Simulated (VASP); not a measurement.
Band structure of C. These are r2SCAN meta-GGA, VASP's PBE PAW potentials (set 64) (plane waves; VASP) values and carry that method's errors.

The cell holds a wide vacuum, so values per volume refer to the whole cell.

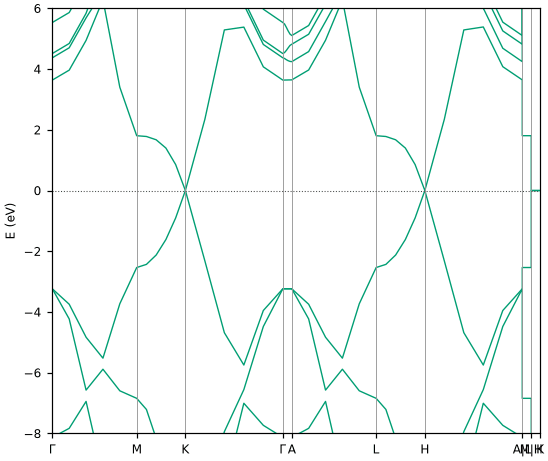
Figure. Bands along high-symmetry lines, zero at the valence-band maximum or, without a gap, the Fermi level

Question: Read the plot: is there a gap, and where are the band edges?

Answer: It has no gap at this level: it comes out as a metal or semimetal.

The cell is a sheet with vacuum, built from a database entry that may be metastable or hypothetical.
